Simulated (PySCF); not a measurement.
# One shape, several levels: C5H12Si (vinyltrimethylsilane)

Wanted: a comparison of 6 runs (HF/STO-3G, B3LYP/6-31G*, BHLYP/6-31G*, M06-2X/6-31G*, wB97X/6-31G*, SCS-MP2/6-31G*) of C5H12Si (vinyltrimethylsilane). 

The calculation is run with PySCF 2.14.0.

2 further runs of the same task are left out: 2 set aside as unsound or not needed. Runs told in other sessions of the task aren't counted.

### Step 1. Starting point

C5H12Si has 18 atoms, charge 0, and is taken as a singlet. SMILES: `C=C[Si](C)(C)C`. The C4–H12 distance was set to 2.405 Å, away from the relaxed value. At this shape a bond of the SMILES string is far longer than usual.

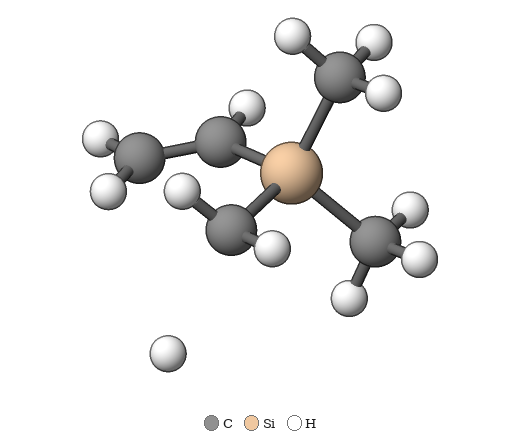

Viewed from a chosen angle; carbon grey, silicon light orange, hydrogen white.

### Step 2. The energy at HF/STO-3G (run 1)

run.py

```python
from pyscf import gto, scf

system = gto.Mole()
system.atom = '''
C   -2.098279   0.697586   0.498109
C   -1.234809   1.299896  -0.315241
Si   0.615201   1.356426  -0.054241
C    1.058961   0.441166   1.518279
C    1.156511   3.147786   0.069329
C    1.460321   0.555986  -1.524741
H   -3.168649   0.688106   0.308999
H   -1.773039   0.181876   1.397759
H   -1.643799   1.795086  -1.197491
H    0.583731   0.893166   2.392649
H    2.140241   0.465526   1.678979
H    0.389440  -1.865980   1.413780
H    0.687101   3.641756   0.923719
H    2.240961   3.222256   0.189239
H    0.882181   3.704786  -0.830641
H    1.172751  -0.494134  -1.619111
H    1.191031   1.061016  -2.456331
H    2.548351   0.601126  -1.424071
'''
system.basis = 'sto-3g'
system.charge = 0
system.verbose = 3
system.max_memory = 1860
system.build()

calc0 = scf.RHF(system)
calc0.conv_tol = 1e-10
calc0.kernel()
if not calc0.converged:
    calc0 = calc0.newton().run(calc0.mo_coeff, calc0.mo_occ)

e_final = calc0.e_tot
print('E = %.10f Eh' % e_final)
```

Started as:

```console
$ OMP_NUM_THREADS=1 python run.py
```

Standard output:

```text
converged SCF energy = -479.321887717352
E = -479.3218877174 Eh
```

Wall time 1.2 s (1 thread of Arm Neoverse V1, shared host); peak memory 0.099 GiB.

### Step 3. The energy at B3LYP/6-31G(d) (spherical functions) (run 2)

run.py

```python
from pyscf import gto, dft

system = gto.M(
    atom=[
    ('C', (-2.098279, 0.697586, 0.498109)),
    ('C', (-1.234809, 1.299896, -0.315241)),
    ('Si', (0.615201, 1.356426, -0.054241)),
    ('C', (1.058961, 0.441166, 1.518279)),
    ('C', (1.156511, 3.147786, 0.069329)),
    ('C', (1.460321, 0.555986, -1.524741)),
    ('H', (-3.168649, 0.688106, 0.308999)),
    ('H', (-1.773039, 0.181876, 1.397759)),
    ('H', (-1.643799, 1.795086, -1.197491)),
    ('H', (0.583731, 0.893166, 2.392649)),
    ('H', (2.140241, 0.465526, 1.678979)),
    ('H', (0.389440, -1.865980, 1.413780)),
    ('H', (0.687101, 3.641756, 0.923719)),
    ('H', (2.240961, 3.222256, 0.189239)),
    ('H', (0.882181, 3.704786, -0.830641)),
    ('H', (1.172751, -0.494134, -1.619111)),
    ('H', (1.191031, 1.061016, -2.456331)),
    ('H', (2.548351, 0.601126, -1.424071)),
],
    charge=0,
    max_memory=1860,
    basis='6-31g*',
    verbose=4,
)

myscf = dft.RKS(system, xc='b3lyp')
myscf.grids.level = 5
myscf.conv_tol = 1e-10
myscf.kernel()
if not myscf.converged:
    myscf = myscf.newton().run(myscf.mo_coeff, myscf.mo_occ)

e_final = myscf.e_tot
print('Final energy', e_final)
```

Started as:

```console
$ OMP_NUM_THREADS=1 python run.py
```

Standard output:

```text
PySCF version 2.14.0

[... 90 lines left out ...]
converged SCF energy = -487.085765172706
Final energy -487.0857651727061
```

Run time: 64 s. Hardware: 1 thread of Arm Neoverse V1, shared host; peak memory 0.62 GiB.

### Step 4. A single-point energy at BHLYP/6-31G(d) (spherical functions) (run 3)

calc.py

```python
from pyscf import gto, dft

mol = gto.M(
    atom=[
    ('C', (-2.098279, 0.697586, 0.498109)),
    ('C', (-1.234809, 1.299896, -0.315241)),
    ('Si', (0.615201, 1.356426, -0.054241)),
    ('C', (1.058961, 0.441166, 1.518279)),
    ('C', (1.156511, 3.147786, 0.069329)),
    ('C', (1.460321, 0.555986, -1.524741)),
    ('H', (-3.168649, 0.688106, 0.308999)),
    ('H', (-1.773039, 0.181876, 1.397759)),
    ('H', (-1.643799, 1.795086, -1.197491)),
    ('H', (0.583731, 0.893166, 2.392649)),
    ('H', (2.140241, 0.465526, 1.678979)),
    ('H', (0.389440, -1.865980, 1.413780)),
    ('H', (0.687101, 3.641756, 0.923719)),
    ('H', (2.240961, 3.222256, 0.189239)),
    ('H', (0.882181, 3.704786, -0.830641)),
    ('H', (1.172751, -0.494134, -1.619111)),
    ('H', (1.191031, 1.061016, -2.456331)),
    ('H', (2.548351, 0.601126, -1.424071)),
],
    basis='6-31g*',
    spin=0,
    max_memory=1860,
    verbose=3,
)

mf = dft.RKS(mol)
mf.xc = 'bhandhlyp'
mf.grids.level = 5
mf.conv_tol = 1e-10
mf.kernel()
if not mf.converged:
    mf = mf.newton().run(mf.mo_coeff, mf.mo_occ)

etot = mf.e_tot
print('E(%s) = %.9f' % ('BHLYP', etot))
```

Started as:

```console
$ OMP_NUM_THREADS=1 python calc.py
```

Standard output:

```text
converged SCF energy = -486.913035371791
E(BHLYP) = -486.913035372
```

Wall time 63 s (1 thread of Arm Neoverse V1, shared host); peak memory 0.62 GiB.

Runs 4 to 5 aren't shown in full; the table further down has their settings and results.

### Step 5. The energy at SCS-MP2/6-31G(d) (spherical functions) (run 6)

mol.xyz

```xyz
18
C5H12Si
C     -2.098279     0.697586     0.498109
C     -1.234809     1.299896    -0.315241
Si     0.615201     1.356426    -0.054241
C      1.058961     0.441166     1.518279
C      1.156511     3.147786     0.069329
C      1.460321     0.555986    -1.524741
H     -3.168649     0.688106     0.308999
H     -1.773039     0.181876     1.397759
H     -1.643799     1.795086    -1.197491
H      0.583731     0.893166     2.392649
H      2.140241     0.465526     1.678979
H      0.389440    -1.865980     1.413780
H      0.687101     3.641756     0.923719
H      2.240961     3.222256     0.189239
H      0.882181     3.704786    -0.830641
H      1.172751    -0.494134    -1.619111
H      1.191031     1.061016    -2.456331
H      2.548351     0.601126    -1.424071
```

calc.py

```python
from pyscf import gto, scf, mp

mol = gto.M(
    atom='mol.xyz',
    spin=0,
    max_memory=1860,
    verbose=3,
    basis='6-31g*',
)

calc0 = scf.RHF(mol)
calc0.conv_tol = 1e-10
calc0.kernel()
if not calc0.converged:
    calc0 = calc0.newton().run(calc0.mo_coeff, calc0.mo_occ)

pt = mp.MP2(calc0, frozen=10).run()
e_final = calc0.e_tot + 1.2 * pt.e_corr_os + pt.e_corr_ss / 3
print('E(%s) = %.9f' % ('SCS-MP2', e_final))
```

Started as:

```console
$ OMP_NUM_THREADS=1 python calc.py
```

Standard output:

```text
converged SCF energy = -485.045197477001
E(RMP2) = -485.791429934729  E_corr = -0.74623245772746
E(SCS-RMP2) = -485.796231960131  E_corr = -0.751034483129726
E(SCS-MP2) = -485.796231960
```

Wall time 6 s (1 thread of Arm Neoverse V1, shared host); peak memory 0.35 GiB.

### Step 6. All runs side by side

| run | level | integration grid | frozen core orbitals | energy (Eh) | dipole moment (D) of the reference | HOMO energy (eV) | LUMO energy (eV) | wall time |
| --- | --- | --- | --- | --- | --- | --- | --- | --- |
| 1 | HF/STO-3G | – | – | -479.321888 | 1.41 | -5.94 | 3.49 | 1.2 s |
| 2 | B3LYP/6-31G* (spherical functions) | 5 | – | -487.085765 | 1.83 | -6.73 | -3.03 | 64 s |
| 3 | BHLYP/6-31G* (spherical functions) | 5 | – | -486.913035 | 1.88 | -7.67 | -1.88 | 63 s |
| 4 | M06-2X/6-31G* (spherical functions) | 5 | – | -486.915726 | 1.52 | -7.84 | -2.07 | 2.2 min |
| 5 | wB97X/6-31G* (spherical functions) | 5 | – | -486.988578 | 1.77 | -9.06 | -0.82 | 1.8 min |
| 6 | SCS-MP2/6-31G* (spherical functions) | – | 10 | -485.796232 | 2.33 | -8.71 | 0.63 | 6 s |

### Step 7. Summary of results

```
                                           quantity          value
                                run 6: total energy  -485.79623 Eh
        run 6: dipole moment (Hartree–Fock density)         2.33 D
         run 6: HOMO energy (Hartree–Fock orbitals)       -8.71 eV
         run 6: LUMO energy (Hartree–Fock orbitals)        0.63 eV
       run 6: HOMO–LUMO gap (Hartree–Fock orbitals)        9.34 eV
run 6: correlation energy (10 core orbitals frozen)     -751.0 mEh
```

Over runs 1, 2, 3, 4, 5 the dipole moment (its size) runs from 1.41 D (HF/STO-3G) to 1.88 D (BHLYP/6-31G*). The two ends differ in method and basis. Over runs 1, 2, 3, 4, 5 the HOMO–LUMO gap runs from 3.69 eV (B3LYP/6-31G*) to 9.43 eV (HF/STO-3G). Totals of different functionals can't be ranked against each other. In run 1 the basis is minimal, so the values are rough. In all runs a closed-shell determinant meets a far-stretched bond; if it breaks into open shells, such a determinant describes it badly, and no broken-symmetry solution was shown. All runs together took 6.2 min, the longest 2.2 min.
